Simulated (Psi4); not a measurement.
**AlHO2 (SMILES [O]=[Al][OH]): levels of theory compared**

Aim: a comparison of 4 runs (HF/3-21G, M06-2X/6-31G, B3LYP/def2-SVP, CCD/6-311G*) of AlHO2. 

The calculation is run with Psi4 1.11.

5 further runs of the same task are left out: 5 set aside as unsound or not needed.

### 1 Starting point

AlHO2: 4 atoms, total charge 0, spin state singlet. As SMILES, `[O]=[Al][OH]`. Geometry: a GFN2-xTB relaxation, a rough one for these elements and not checked as a minimum.

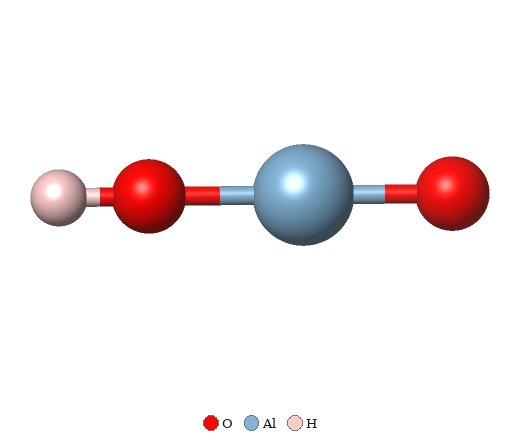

Viewed from a chosen angle; oxygen red, aluminium light blue, hydrogen pink.

### 2 A single-point energy at HF/3-21G (run 1)

The input, alho2.xyz:

```xyz
4
AlHO2
O     -1.605830    -1.403740    -0.651200
Al    -0.474020    -0.415070    -0.191330
O      0.698750     0.609040     0.285100
H      1.381100     1.209770     0.557430
```

The input, run_ase.py:

```python
import numpy as np
from ase.calculators.psi4 import Psi4
from ase.io import read

atoms = read('alho2.xyz')
calc = Psi4(atoms=atoms, method='scf', basis='3-21G', memory='1600MB', num_threads=1, charge=0, multiplicity=1, label='psi4-calc')
calc.psi4.set_options({'puream': True, 'e_convergence': 1e-09, 'd_convergence': 1e-08, 'scf_type': 'pk'})
atoms.calc = calc

print(f'energy: {atoms.get_potential_energy():.6f} eV')
```

Started as:

```sh
python run_ase.py
```

psi4-calc.dat:

```text
[...]
  Running in c1 symmetry.
[...]
  Nuclear repulsion =   87.552350944766232
[...]
  Multiplicity = 1
[...]
  Nalpha       = 15
  Nbeta        = 15
[...]
    Number of basis functions: 33
[...]
   @RHF iter   1:  -389.79482054875854   -9.99514e-01   2.36806e-02 ADIIS/DIIS
[...]
   @RHF iter  12:  -390.06233457871485   -6.25278e-13   1.46252e-09 DIIS
[...]
    Orbital Energies [Eh]
    ---------------------
    Doubly Occupied:
       1A    -58.069121     2A    -20.442463     3A    -20.344795
       4A     -4.888086     5A     -3.193306     6A     -3.191316
       7A     -3.191316     8A     -1.313191     9A     -1.153135
      10A     -0.735293    11A     -0.521184    12A     -0.521183
      13A     -0.420233    14A     -0.376587    15A     -0.376586
[...]
  @RHF Final Energy:  -390.06233457871485
   => Energetics <=
    Nuclear Repulsion Energy =             87.5523509447662320
    One-Electron Energy =                -717.7537825534861895
    Two-Electron Energy =                 240.1390970300051038
    Total Energy =                       -390.0623345787148537
[...]
 Multipole Moments:
 ------------------------------------------------------------------------------------
     Multipole            Electronic (a.u.)      Nuclear  (a.u.)        Total (a.u.)
 ------------------------------------------------------------------------------------
 L = 1.  Multiply by 2.5417464519 to convert [e a0] to [Debye]
 Dipole X            :         -0.1025085            1.7384876            1.6359792
 Dipole Y            :         -0.0886946            1.5226856            1.4339910
 Dipole Z            :         -0.0417784            0.7016850            0.6599067
 Magnitude           :                                                    2.2733752
[...]
```

The script printed:

```text
energy: -10614.136760 eV
```

Run time: 1.9 s. Hardware: 1 thread of Intel Xeon Platinum 8259CL at 2.50GHz (Skylake/Cascade Lake), shared host; peak memory 0.19 GiB.

### 3 Energy and forces at M06-2X/6-31G (run 2)

alho2.xyz is that of step 2.

The input, alho2.py:

```python
import psi4

psi4.set_memory(1600000000)
psi4.set_num_threads(1)
psi4.set_output_file('psi4.out', False)

with open('alho2.xyz') as f:
    atoms = ''.join(f.readlines()[2:])
m = psi4.geometry('0 1\n' + atoms + 'symmetry c1\nno_reorient\nno_com')

options = {'basis': '6-31G', 'reference': 'rks', 'puream': True, 'e_convergence': 1e-09, 'd_convergence': 1e-08, 'scf_type': 'pk', 'dft_radial_points': 99, 'dft_spherical_points': 590}
psi4.set_options(options)

e, wfn = psi4.gradient("m06-2x", molecule=m, return_wfn=True)
print('gradient / Eh bohr^-1')
print(e.np.round(6))
print(f'energy = {wfn.energy():.10f} Eh')
```

Started as:

```sh
python alho2.py
```

psi4.out:

```text
[...]
  Running in c1 symmetry.
[...]
  Nuclear repulsion =   87.552350944766232
[...]
  Multiplicity = 1
[...]
  Nalpha       = 15
  Nbeta        = 15
[...]
    Number of basis functions: 33
[...]
   @RKS iter   1:  -392.87355718609729   -4.18796e-01   3.03154e-02 ADIIS/DIIS
[...]
   @RKS iter  11:  -393.32530535814885   -8.52651e-13   9.83335e-09 DIIS
[...]
    Orbital Energies [Eh]
    ---------------------
    Doubly Occupied:
       1A    -56.896096     2A    -19.657884     3A    -19.581542
       4A     -4.437457     5A     -2.937900     6A     -2.936189
       7A     -2.936189     8A     -1.126323     9A     -0.988380
      10A     -0.657658    11A     -0.441849    12A     -0.441849
      13A     -0.371288    14A     -0.330423    15A     -0.330423
[...]
  @RKS Final Energy:  -393.32530535814885
   => Energetics <=
    Nuclear Repulsion Energy =             87.5523509447662320
    One-Electron Energy =                -719.3752298066334561
    Two-Electron Energy =                 255.8121922062204021
    DFT Exchange-Correlation Energy =     -17.3146187025020133
    Empirical Dispersion Energy =           0.0000000000000000
    VV10 Nonlocal Energy =                  0.0000000000000000
    Total Energy =                       -393.3253053581488530
[...]
 Multipole Moments:
 ------------------------------------------------------------------------------------
     Multipole            Electronic (a.u.)      Nuclear  (a.u.)        Total (a.u.)
 ------------------------------------------------------------------------------------
 L = 1.  Multiply by 2.5417464519 to convert [e a0] to [Debye]
 Dipole X            :         24.3361607          -22.7481452            1.5880155
 Dipole Y            :         21.3169512          -19.9247809            1.3921703
 Dipole Z            :          9.8218581           -9.1815367            0.6403214
 Magnitude           :                                                    2.2067947
[...]
  -Total Gradient:
     Atom            X                  Y                   Z
    ------   -----------------  -----------------  -----------------
       1        0.050194337181     0.043853889612     0.020384540834
       2       -0.037720491063    -0.032944339495    -0.015331940589
       3       -0.012877829947    -0.011308961060    -0.005169155556
       4        0.000593789815     0.000564501629     0.000194474101
[...]
```

On the terminal:

```text
gradient / Eh bohr^-1
[[ 0.050194  0.043854  0.020385]
 [-0.03772  -0.032944 -0.015332]
 [-0.012878 -0.011309 -0.005169]
 [ 0.000594  0.000565  0.000194]]
energy = -393.3253053581 Eh
```

It took 11 s on 1 thread of Intel Xeon Platinum 8259CL at 2.50GHz (Skylake/Cascade Lake), shared host; peak memory 0.66 GiB.

Run 3 isn't shown in full; the table further down has it.

### 4 The energy at CCD/6-311G(d) (Cholesky decomposition, Cholesky for correlation) (run 4)

The input, calc.in:

```
memory 1600 MB

molecule system {
  0 1
  O     -1.605830    -1.403740    -0.651200
  Al    -0.474020    -0.415070    -0.191330
  O      0.698750     0.609040     0.285100
  H      1.381100     1.209770     0.557430
}

set {
  basis 6-311G*
  scf_type cd
  freeze_core true
  cc_type cd
}

e, wfn = energy('ccd', return_wfn=True)
print_variables()
```

Started as:

```sh
psi4 -n 1 calc.in calc.out
```

calc.out:

```text
[...]
  Running in c1 symmetry.
[...]
  Nuclear repulsion =   87.552350944766232
[...]
  Multiplicity = 1
[...]
  Nalpha       = 15
  Nbeta        = 15
[...]
    Number of basis functions: 65
[...]
   @RHF iter   1:  -391.97548940611784   -1.03913e+00   1.33112e-02 DIIS/ADIIS
[...]
   @RHF iter  12:  -392.27659826610164   -3.35376e-12   3.89072e-09 DIIS
[...]
    Orbital Energies [Eh]
    ---------------------
    Doubly Occupied:
       1A    -58.488824     2A    -20.578044     3A    -20.448135
       4A     -4.904732     5A     -3.220342     6A     -3.220059
       7A     -3.220059     8A     -1.354687     9A     -1.151572
      10A     -0.772868    11A     -0.555672    12A     -0.555670
      13A     -0.444265    14A     -0.393373    15A     -0.393372
[...]
  @RHF Final Energy:  -392.27659826610164
   => Energetics <=
    Nuclear Repulsion Energy =             87.5523509447662320
    One-Electron Energy =                -720.2545486868752960
    Two-Electron Energy =                 240.4255994760074486
    Total Energy =                       -392.2765982661016437
[...]
 Multipole Moments:
 ------------------------------------------------------------------------------------
     Multipole            Electronic (a.u.)      Nuclear  (a.u.)        Total (a.u.)
 ------------------------------------------------------------------------------------
 L = 1.  Multiply by 2.5417464519 to convert [e a0] to [Debye]
 Dipole X            :          0.0950603            1.7384876            1.8335479
 Dipole Y            :          0.0831955            1.5226856            1.6058811
 Dipole Z            :          0.0392313            0.7016850            0.7409164
 Magnitude           :                                                    2.5474908
[...]
	CD-MP2 Total Energy (a.u.)         :  -392.74140180884496
[...]
```

Run time: 4.2 s. Hardware: 1 thread of Intel Xeon Platinum 8259CL at 2.50GHz (Skylake/Cascade Lake), shared host; peak memory 0.23 GiB.

### 5 Overview of the runs

```
run                                                           level      task         integration grid  energy (Eh)  dipole moment (D)  HOMO energy (eV)  LUMO energy (eV)  wall time
  1                                                        HF/3-21G    energy                        –  -390.062335               5.78            -10.25              1.46      1.9 s
  2                                                    M06-2X/6-31G  gradient  99 radial × 590 angular  -393.325305               5.61             -8.99             -1.30       11 s
  3                                                  B3LYP/def2-SVP  gradient  99 radial × 590 angular  -393.324940               5.40             -6.92             -2.11      8.4 s
  4  CCD/6-311G* (Cholesky decomposition, Cholesky for correlation)    energy                        –  -392.731229                  –            -10.70              1.13      4.2 s
```

### 6 Results

| quantity | value |
| --- | --- |
| run 4: total energy | -392.73123 Eh |
| run 4: HOMO energy (Hartree–Fock orbitals) | -10.70 eV |
| run 4: LUMO energy (Hartree–Fock orbitals) | 1.13 eV |
| run 4: HOMO–LUMO gap (Hartree–Fock orbitals) | 11.84 eV |
| run 4: correlation energy (7 core orbitals frozen) | -454.6 mEh |

What this shows: Over runs 1, 2, 3 the dipole moment (its size) runs from 5.40 D (B3LYP/def2-SVP) to 5.78 D (HF/3-21G). The two ends differ in method and basis. Over runs 1, 2, 3 the HOMO–LUMO gap runs from 4.81 eV (B3LYP/def2-SVP) to 11.71 eV (HF/3-21G). Totals of different functionals can't be ranked against each other. All runs together took 26 s, the longest 11 s.
